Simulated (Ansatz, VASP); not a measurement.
**Cross-check of Rb2CuNCl6 between VASP and Ansatz**

Wanted: the spread between two codes on one cell, functional and k mesh. The cell is invented: As first built, before any earlier steps moved the atoms: it takes the Cs2CuAsCl6 structure with some of its atoms replaced by other elements, volume scaled by an estimate. It may not be a known or stable phase. The cell comes out of the VASP series on this material, whose earlier steps may have relaxed, scaled or displaced it; both programs get it as it stands.

Calculated with Ansatz 0.2.0; plane waves, with VASP 6.6.1 beside it; single point at PBE.

### Step 1. The starting structure

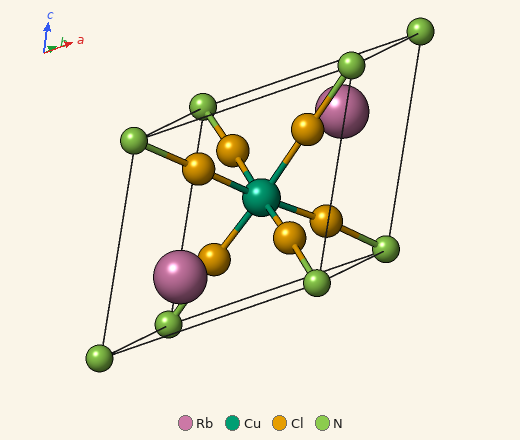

The cell as given, slightly off an axis (rubidium pink, copper teal, chlorine orange, nitrogen green). Bonds to atoms that aren't drawn are left out. Some periodic images of atoms are drawn too.

Structure file:

```xyz
10
Lattice="0.0000 4.8164 4.8164 4.8164 0.0000 4.8164 4.8164 4.8164 0.0000" Properties=species:S:1:pos:R:3 pbc="T T T"
Rb    7.2454    7.2776    7.2131
Rb    2.3904    2.4023    2.3733
Cu    4.7677    4.7672    4.8348
Cl    2.3970    4.8575    4.7741
Cl    4.8192    4.7932    2.4342
Cl    7.2460    4.8213    4.8212
Cl    4.8043    2.4055    4.7548
Cl    4.8332    7.2515    4.8243
Cl    4.8093    4.8781    7.2520
N     0.0073   -0.0129   -0.0405
```

### Step 2. VASP: single point, PBE

With cell and atoms fixed, the geometry can't cause a difference; cores, projectors, grids and the points listed under the comparison can.

Lines of VASP's logs that name or quote its potential files are left out, and so is its time.

File INCAR:

```
SYSTEM = Rb2CuNCl6
PREC = Accurate
ENCUT = 520
EDIFF = 1E-06
NELM = 100
ISMEAR = -1
SIGMA = 0.1
LREAL = .FALSE.
ALGO = Normal
GGA = PE
NBANDS = 48
LORBIT = 11
LWAVE = .FALSE.
LCHARG = .FALSE.
KPAR = 4
ISIF = 2
```

File POSCAR:

```
Rb2CuNCl6
1.0
    0.0000000000      4.8164154268      4.8164154268
    4.8164154268      0.0000000000      4.8164154268
    4.8164154268      4.8164154268      0.0000000000
Rb Cu Cl N
2 1 6 1
Direct
    0.7521530000      0.7454630000      0.7588560000
    0.2476110000      0.2451420000      0.2511600000
    0.5018540000      0.5019570000      0.4879290000
    0.7510290000      0.2401750000      0.2574910000
    0.2499980000      0.2554020000      0.7451750000
    0.2487820000      0.7522080000      0.7522220000
    0.2445870000      0.7426180000      0.2548610000
    0.7518600000      0.2497790000      0.7537130000
    0.7599840000      0.7457020000      0.2528220000
   -0.0062960000     -0.0021070000      0.0036180000
```

File KPOINTS:

```
Automatic mesh
0
Gamma
5 5 5
0 0 0
```

Potentials, in the order of the species: Rb_sv, Cu, Cl and N (PBE family, release 64).

Run with:

```console
> mpirun -np 4 vasp_std
```

Numbers of over 12 decimals in the logs are rounded to 6 here.

The log of the run:

```text
[banner, memory and clock lines left out]
running    4 mpi-ranks, on    1 nodes
 distrk:  each k-point on    1 cores,    4 groups
 distr:  one band on    1 cores,    1 groups

 POSCAR found type information on POSCAR RbCuClN
 POSCAR found :  4 types and      10 ions
 LDA part: xc-table for (Slater+PW92), standard interpolation
 POSCAR, INCAR and KPOINTS ok, starting setup
 FFT: planning ... GRIDC
 FFT: planning ... GRID_SOFT
 FFT: planning ... GRID
 WAVECAR not read
 entering main loop
       N       E                     dE             d eps       ncg     rms          rms(c)
DAV:   1     0.714721877857E+03    0.71472E+03   -0.32853E+04  6048   0.151E+03
DAV:   2     0.707161913471E+02   -0.64401E+03   -0.60446E+03  6608   0.351E+02
DAV:   3    -0.307975682980E+02   -0.10151E+03   -0.98383E+02  8456   0.145E+02
DAV:   4    -0.365451409862E+02   -0.57476E+01   -0.56761E+01  8272   0.340E+01
DAV:   5    -0.368941273931E+02   -0.34899E+00   -0.34867E+00  9960   0.740E+00    0.431E+01
DAV:   6    -0.108642792308E+03   -0.71749E+02   -0.13340E+03  7040   0.313E+02    0.381E+01
DAV:   7    -0.498018266860E+02    0.58841E+02   -0.74547E+01  7056   0.515E+01    0.238E+01
DAV:   8    -0.319895445621E+02    0.17812E+02   -0.64579E+01  7592   0.122E+02    0.138E+01
DAV:   9    -0.313773084429E+02    0.61224E+00   -0.77105E+00  8640   0.274E+01    0.897E+00
DAV:  10    -0.316861922210E+02   -0.30888E+00   -0.10449E+01  7704   0.690E+01    0.179E+01
DAV:  11    -0.300550561564E+02    0.16311E+01   -0.13521E+01  8080   0.405E+01    0.371E+00
DAV:  12    -0.298931350643E+02    0.16192E+00   -0.67396E-01  8680   0.794E+00    0.205E+00
DAV:  13    -0.298607798138E+02    0.32355E-01   -0.23881E-01  8432   0.137E+01    0.226E+00
DAV:  14    -0.298404403791E+02    0.20339E-01   -0.96908E-02  8952   0.182E+00    0.176E+00
[...]
DAV:  19    -0.298129831381E+02   -0.24900E-03   -0.65809E-03  9272   0.639E-01    0.508E-02
DAV:  20    -0.298130767941E+02   -0.93656E-04   -0.50021E-04  8568   0.191E-01    0.108E-01
DAV:  21    -0.298129879473E+02    0.88847E-04   -0.33003E-04  9168   0.329E-01    0.242E-02
DAV:  22    -0.298129928145E+02   -0.48672E-05   -0.65884E-05  7912   0.339E-02    0.167E-02
DAV:  23    -0.298130165290E+02   -0.23715E-04   -0.66256E-05  8192   0.182E-01    0.473E-02
DAV:  24    -0.298129970309E+02    0.19498E-04   -0.14995E-05  7800   0.931E-02    0.276E-02
DAV:  25    -0.298129875289E+02    0.95020E-05   -0.20323E-05  8528   0.115E-01    0.677E-03
DAV:  26    -0.298129877118E+02   -0.18284E-06   -0.45879E-06  6960   0.127E-02
   1 F= -.29812988E+02 E0= -.29785839E+02  d E =-.542981E-01
```

Parts of OUTCAR (step 2):

```text
ion  position               nearest neighbor table
   1  0.752  0.745  0.759-   5 3.37   6 3.38   9 3.39   4 3.39   7 3.39   8 3.39   8 3.42   7 3.42
                             4 3.42   9 3.42   6 3.43   5 3.45   3 4.06   3 4.17   3 4.21   3 4.25
   2  0.248  0.245  0.251-   9 3.37   4 3.38   6 3.39   7 3.39   8 3.40   5 3.40   5 3.41   8 3.41
                             7 3.42   6 3.43   4 3.43   9 3.45   3 4.13   3 4.15   3 4.16   3 4.24
   3  0.502  0.502  0.488-   7 2.36   4 2.37   5 2.40   9 2.42   6 2.48   8 2.49   1 4.06   2 4.13
                             2 4.15   2 4.16   1 4.17   1 4.21   2 4.24   1 4.25
   4  0.751  0.240  0.257-   3 2.37   2 3.38   1 3.39   1 3.42   2 3.43
   5  0.250  0.255  0.745-   3 2.40   1 3.37   2 3.40   2 3.41   1 3.45
   6  0.249  0.752  0.752-   3 2.48   1 3.38   2 3.39   2 3.43   1 3.43
   7  0.245  0.743  0.255-   3 2.36   2 3.39   1 3.39   1 3.42   2 3.42
   8  0.752  0.250  0.754-   3 2.49   1 3.39   2 3.40   2 3.41   1 3.42
   9  0.760  0.746  0.253-   3 2.42   2 3.37   1 3.39   1 3.42   2 3.45
  10  0.994  0.998  0.004-

  LATTYP: Found a face centered cubic cell.
 ALAT       =     9.6328308536

 Subroutine GETGRP returns: Found  1 space group operations
 (whereof  1 operations were pure point group operations)

The static configuration has the point symmetry C_1 .

 Found     63 irreducible k-points:

   k-points           NKPTS =     63   k-points in BZ     NKDIM =     63   number of bands    NBANDS=     48

   dimension x,y,z NGX =    54 NGY =   54 NGZ =   54
   dimension x,y,z NGXF=   108 NGYF=  108 NGZF=  108

   ENCUT  =  520.0 eV  38.22 Ry    6.18 a.u.  12.66 12.66 12.66*2*pi/ulx,y,z

   NELECT =      76.0000    total number of electrons

 k-points in reciprocal lattice and weights: Automatic mesh
   0.00000000  0.00000000  0.00000000       0.008
   0.20000000  0.00000000  0.00000000       0.016
   0.00000000  0.20000000  0.00000000       0.016
   0.00000000  0.00000000  0.20000000       0.016
   0.20000000  0.20000000  0.20000000       0.016
   0.40000000  0.00000000  0.00000000       0.016
   0.00000000  0.40000000  0.00000000       0.016
   0.00000000  0.00000000  0.40000000       0.016
   0.40000000  0.40000000  0.40000000       0.016
[...]
-0.40000000  0.20000000 -0.20000000       0.016
   0.20000000  0.40000000 -0.40000000       0.016

 average (electrostatic) potential at core
       1 -35.5807       2 -35.5796       3 -69.4729       4 -93.3580       5 -93.1619
       6 -93.2675       7 -93.2881       8 -93.3467       9 -93.4791      10 -69.4609

 E-fermi :   1.3253

 k-point     1 :       0.0000    0.0000    0.0000
  band No.  band energies     occupation
    ...
     34       0.6686      1.99719
     35       0.6727      1.99707
     36       0.6738      1.99704
     37       1.3541      0.85699
     38       1.3777      0.74381
     39       1.8388      0.01171
     40       1.9333      0.00457
     41       1.9861      0.00270
     42       6.9113      0.00000
     43       7.4305      0.00000
    ...

 k-point     2 :       0.2000    0.0000    0.0000
  band No.  band energies     occupation
    ...
     34       0.3898      1.99983
     35       0.4269      1.99975
     36       0.5822      1.99882
     37       0.8105      1.98844
     38       0.8182      1.98752
     39       1.5846      0.13917
     40       2.4934      0.00002
     41       2.5390      0.00001
     42       7.3546      0.00000
     43       7.6955      0.00000
    ...

 k-point     3 :       0.0000    0.2000    0.0000
  band No.  band energies     occupation
    ...
     34       0.3719      1.99986
     35       0.4174      1.99977
     36       0.5836      1.99880
     37       0.8095      1.98856
     38       0.8336      1.98546
     39       1.6381      0.08389
     40       2.4712      0.00002
     41       2.5263      0.00001
     42       7.3539      0.00000
     43       7.6842      0.00000
    ...

  Total        0.3416148      0.3792754      0.2990615     -0.0369091      0.1178936      0.0099631
  in kB        2.4493194      2.7193393      2.1442196     -0.2646318      0.8452770      0.0714339
  external PRESSURE =       2.4376261 kB  Pullay stress =       0.0000000 kB

  energy-cutoff  :      520.00
  volume of cell :      223.46
      direct lattice vectors                 reciprocal lattice vectors
     0.000000000  4.816415427  4.816415427    -0.103811643  0.103811643  0.103811643
     4.816415427  0.000000000  4.816415427     0.103811643 -0.103811643  0.103811643
     4.816415427  4.816415427  0.000000000     0.103811643  0.103811643 -0.103811643

 POSITION                                       TOTAL-FORCE (eV/Angst)
 -----------------------------------------------------------------------------------
      7.24543      7.27765      7.21314         0.016358     -0.051608     -0.020701
      2.39040      2.40229      2.37330        -0.030857      0.032259      0.027667
      4.76770      4.76721      4.83477         0.212762      0.196105     -0.125603
      2.39697      4.85745      4.77405        -0.254294     -0.051970      0.067884
      4.81919      4.79317      2.43422         0.001912      0.096131     -0.156734
      7.24596      4.82125      4.82118         0.154128      0.003171      0.026794
      4.80427      2.40555      4.75479         0.000261     -0.178653      0.171622
      4.83323      7.25147      4.82431        -0.000903      0.243288     -0.048525
      4.80931      4.87809      7.25201         0.015150     -0.141671      0.211396
      4.82369      4.80352      9.59236        -0.114518     -0.147052     -0.153800
 -----------------------------------------------------------------------------------
    total drift:                                0.000189      0.000319     -0.000997

  FREE ENERGIE OF THE ION-ELECTRON SYSTEM (eV)
  ---------------------------------------------------
  free  energy   TOTEN  =       -29.8129877118 eV

  energy  without entropy=      -29.7586895855  energy(sigma->0) =      -29.78583865

 total charge
# of ion       s       p       d       tot
------------------------------------------
    1        1.938   5.356   0.022   7.316
    2        1.938   5.356   0.022   7.316
    3        0.322   0.282   9.144   9.748
    4        1.613   3.454   0.000   5.067
    5        1.612   3.459   0.000   5.071
    6        1.613   3.445   0.000   5.058
    7        1.612   3.459   0.000   5.071
    8        1.614   3.440   0.000   5.054
    9        1.614   3.442   0.000   5.056
   10        1.424   1.797   0.000   3.221
--------------------------------------------------
tot         15.299  33.490   9.188  57.977

[... 3 further parts left out ...]
```

The run ends at a pressure of 0.24 GPa, with forces up to 0.32 eV/Å.

(Part 1 of 2 ends here.)

[Lines on the potential files, build, host, timing and source positions are cut from VASP's logs without a mark.]

[Logs are printed without paths, hosts, clocks, repeated set-up lines and the standing remarks that a program may print on its own settings, such as how far it seeks lower states.]

[Hosts, paths, dates, database ids (printed as entryN), source tags and the programs' standing remarks are cut or masked in the printed files.]
